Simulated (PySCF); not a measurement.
**MoO₂: relaxation and vibrations of the triplet**

The task is one start of a wider search on MoO₂: the triplet, from a bent start. It is relaxed, tested by its Hessian and followed downhill if it is a saddle.

Computed with PySCF 2.14.0. Level: PBE0, basis Mo def2-TZVP with ECP28, O def2-TZVP, scalar-relativistic core potentials, no spin–orbit coupling, density fitting.

### Step 1. Starting geometry

3 atoms, charge 0, spin multiplicity 3.

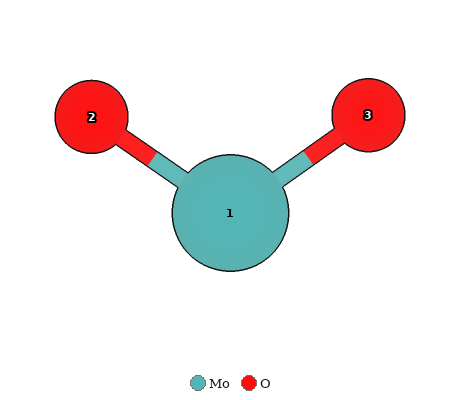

The starting geometry (molybdenum teal, oxygen red); atoms are numbered from 1 in the order of the file.

Z-matrix (Å, degrees; charge 0 multiplicity 3):
```
Mo
O  1 1.7800
O  1 1.7800 2 110.00
```

### Step 2. The SCF at the typed geometry

The steps below are one call of a driver around PySCF. For each, scf.py gives the equivalent set-up of the SCF; relaxations use the driver's own optimiser. After this first run the driver tries any further starts and a stability analysis.

scf.py reads:

```python
from pyscf import gto, scf, dft
mol = gto.M(atom='''
Mo     0.000000     0.000000     0.000000
O      1.458100     0.000000     1.021000
O     -1.458100     0.000000     1.021000''',
    basis={'Mo': 'def2-TZVP', 'O': 'def2-TZVP'},
    ecp={'Mo': 'def2-TZVP'},
    charge=0, spin=2)
mf = dft.UKS(mol, xc='PBE0')
mf.grids.atom_grid = (50, 194)
aux = {'Mo': 'def2-universal-JKFIT', 'O': 'def2-universal-JKFIT'}
mf = mf.density_fit(auxbasis=aux)
mf.conv_tol = 1e-08
mf.diis_space = 10
mf.max_cycle = 60
mf.init_guess = 'minao'
mf.verbose = 4
mf.kernel()
```

Run with:

```console
OMP_NUM_THREADS=4 python axn.py task.json out
```

The log of the run:

```text
init E= -211.934411114778
[... the frontier-level lines of each cycle are left out ...]
cycle= 1 E= -218.124157302425  delta_E= -6.19  |g|= 0.999  |ddm|= 2.66
cycle= 2 E= -208.965083170393  delta_E= 9.16  |g|= 4.19  |ddm|= 2.83
cycle= 3 E= -218.490434394135  delta_E= -9.53  |g|= 0.313  |ddm|= 2.59
cycle= 4 E= -218.524638476685  delta_E= -0.0342  |g|= 0.151  |ddm|= 0.367
cycle= 5 E= -218.535829560919  delta_E= -0.0112  |g|= 0.0413  |ddm|= 0.162
cycle= 6 E= -218.536833100021  delta_E= -0.001  |g|= 0.0209  |ddm|= 0.0454
cycle= 7 E= -218.537505847861  delta_E= -0.000673  |g|= 0.00824  |ddm|= 0.0596
cycle= 8 E= -218.537811280972  delta_E= -0.000305  |g|= 0.00486  |ddm|= 0.0597
cycle= 9 E= -218.537875907531  delta_E= -6.46e-05  |g|= 0.00117  |ddm|= 0.0316
cycle= 10 E= -218.537879753624  delta_E= -3.85e-06  |g|= 0.00067  |ddm|= 0.00819
cycle= 11 E= -218.537880357556  delta_E= -6.04e-07  |g|= 0.000203  |ddm|= 0.00154
cycle= 12 E= -218.537880549165  delta_E= -1.92e-07  |g|= 9.36e-05  |ddm|= 0.000931
cycle= 13 E= -218.537880581559  delta_E= -3.24e-08  |g|= 2.88e-05  |ddm|= 0.000449
cycle= 14 E= -218.537880587165  delta_E= -5.61e-09  |g|= 1.45e-05  |ddm|= 0.000198
Extra cycle  E= -218.537880587351  delta_E= -1.86e-10  |g|= 3.2e-05  |ddm|= 4.01e-05
converged SCF energy = -218.537880587351  <S^2> = 2.0280272  2S+1 = 3.018627
```

This step, with its further starts and checks, ran for 10 s (4 threads of Arm Neoverse V2, shared host).

The starts that the driver tried:

```tsv
start	energy (Eh)
the minimal-basis guess	-218.537881
a thermally smeared density	-218.537881
a smeared PBE density	-218.537881
```

The test of internal stability and the other starts found no lower solution of this spin.

### Step 3. Bent start, triplet: relaxation

The program finds C2v symmetry in the start, which this walk keeps. Threshold on the gradient: 0.0003 Eh/bohr, with a further test on the energy change.

Edit scf.py of step 2 so:

```diff
@@ -3,3 +3,3 @@
-Mo     0.000000     0.000000     0.000000
-O      1.458100     0.000000     1.021000
-O     -1.458100     0.000000     1.021000''',
+Mo     0.000000     0.000000    -0.251446
+O      1.458100     0.000000     0.769554
+O     -1.458100     0.000000     0.769554''',
@@ -16 +15,0 @@
-mf.init_guess = 'minao'
```

Steps of the walk:

```tsv
step	energy (Eh)	change (kJ/mol)	largest symmetric gradient (Eh/bohr)
0	-218.537881	0.00	0.11255
1	-218.554711	-44.19	0.03777
2	-218.556067	-47.75	0.00740
3	-218.556169	-48.02	0.00057
4	-218.556170	-48.02	0.00003
```

The walk took 7.4 s.

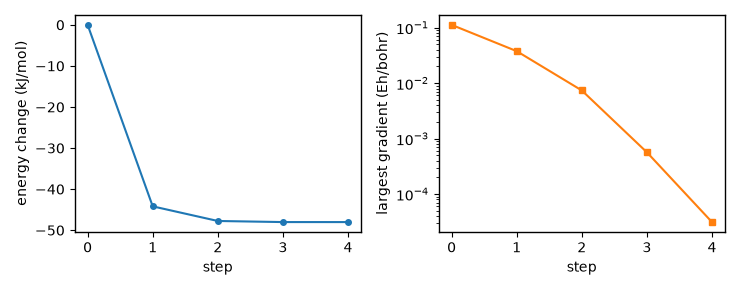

Energy and largest gradient along the walk.

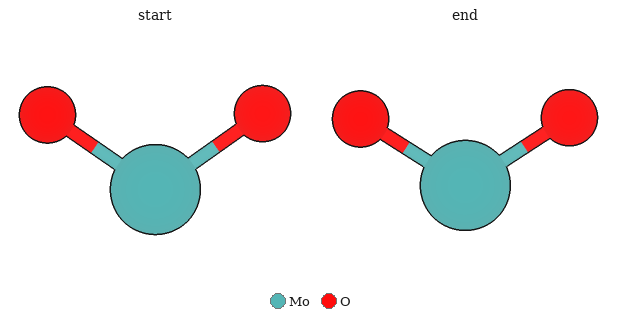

The geometry along the walk, at one scale.

After 4 steps and 48.0 kJ/mol it ends at C2v: Mo–O 1.683 Å (×2); O–Mo–O 114.6°.

### Step 4. Hessian and properties

On the finer grid the gradient is checked again; gradients at displacements of ±0.02 bohr then give force constants and infrared intensities.

Edit scf.py of step 3 so:

```diff
@@ -3,3 +3,3 @@
-Mo     0.000000     0.000000    -0.251446
-O      1.458100     0.000000     0.769554
-O     -1.458100     0.000000     0.769554''',
+Mo     0.000000     0.000000    -0.224562
+O      1.415933     0.000000     0.686065
+O     -1.415933     0.000000     0.686065''',
@@ -10 +10 @@
-mf.grids.atom_grid = (50, 194)
+mf.grids.atom_grid = (75, 302)
@@ -13 +13 @@
-mf.conv_tol = 1e-08
+mf.conv_tol = 1e-10
```

The driver hands on the density of the step before, so the log starts near convergence.

SCF at the final geometry:

```text
init E= -218.556226221697
[... the frontier-level lines of each cycle are left out ...]
cycle= 1 E= -218.5562262217  delta_E= -3.01e-12  |g|= 4.42e-06  |ddm|= 8.08e-06
Extra cycle  E= -218.556226221638  delta_E= 6.29e-11  |g|= 1.38e-05  |ddm|= 9.74e-06
converged SCF energy = -218.556226221638  <S^2> = 2.0139149  2S+1 = 3.0092623
```

The whole step took 32 s.

Geometry: C2v; Mo–O 1.683 Å (×2); O–Mo–O 114.5°.

Modes, for the most abundant isotopes:

| symmetry | ω (cm⁻¹) | IR (km/mol) | μ (u) | type |
| --- | --- | --- | --- | --- |
| a1 | 311 | 0.1 | 18.15 | bend |
| b2 | 979 | 299 | 18.98 | stretch |
| a1 | 1038 | 93.7 | 17.53 | stretch |

Every mode is real; the point is a minimum.

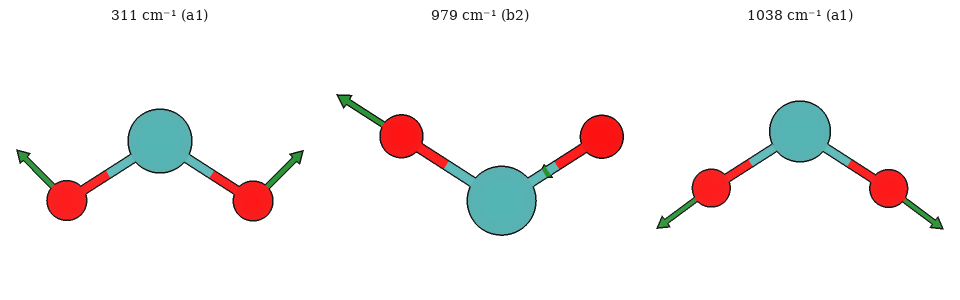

Displacements of 3 of the modes, as arrows (one member where a mode is degenerate).

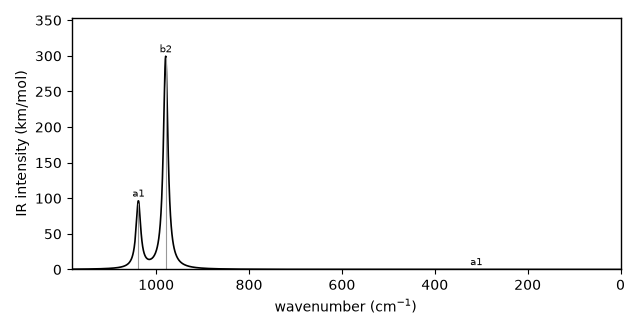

The harmonic infrared spectrum (widths in cm⁻¹). Lines are broadened to a width of 12 cm⁻¹ (Lorentzian).

Constants and moments:

| Quantity | Value |
| --- | --- |
| Dipole moment | 4.54 D |
| Highest occupied level | -6.64 eV |
| Lowest empty level | -3.57 eV |
| Rotational constants | 0.8431, 0.2628, 0.2004 cm⁻¹ |
| Zero-point energy | 13.9 kJ/mol |
| Principal polarisabilities | 46.2, 49.3, 50.5 bohr³ |
| Atomisation energy without zero-point energy | 1089 kJ/mol |
| Principal traceless quadrupole moments about the centre of mass | -7.44, 2.63, 4.81 D Å |
| Entropy at 298.15 K and 1 bar (electronic part: spin only) | 276.1 J/(mol K) |
| Heat capacity Cp at 298.15 K | 43.3 J/(mol K) |
| Enthalpy at 298.15 K above 0 K | 11.17 kJ/mol |
| Rotational symmetry number | 2 |
| Spin squared ⟨S²⟩ | 2.014 |

Charges (e) and bond orders:

```
atom  Mulliken  Löwdin  polar tensor  spin (Mulliken)  Mayer order to Mo1
 Mo1      1.16    0.63          1.53             2.02                   –
O2,3     -0.58   -0.31         -0.77            -0.01                2.00
```

Mulliken populations on Mo1 (outside its core potential): s 2.42, p 6.23, d 4.13, f 0.06.

### Step 5. Results

| quantity | value |
| --- | --- |
| minimum | triplet, C2v |
| geometry | Mo–O 1.683 Å (×2); O–Mo–O 114.5° |
| wavenumbers (cm⁻¹) | 311 (a1), 979 (b2), 1038 (a1) |
| dipole moment | 4.54 D |
| highest occupied, lowest empty level (either spin) | -6.64, -3.57 eV |
| polar-tensor charge of Mo1 | +1.53 e |
| zero-point energy | 13.9 kJ/mol |
| entropy at 298.15 K | 276.1 J/(mol K) |
| atomisation energy (no zero-point energy) | 1089 kJ/mol |
| ⟨S²⟩ | 2.014 |

What this shows: The bent start keeps its C2v symmetry and ends in a minimum. In the infrared the band at 979 cm⁻¹ (b2, stretch) leads. Most of the spin sits on Mo1 (Mulliken spin 2.02, against 2 for the whole molecule). Only this shape and spin were tried, so other structures or states may lie lower. Open d and f shells are described by one determinant, and the ground state may have another occupation or spin.

The search up to here took 50 s.
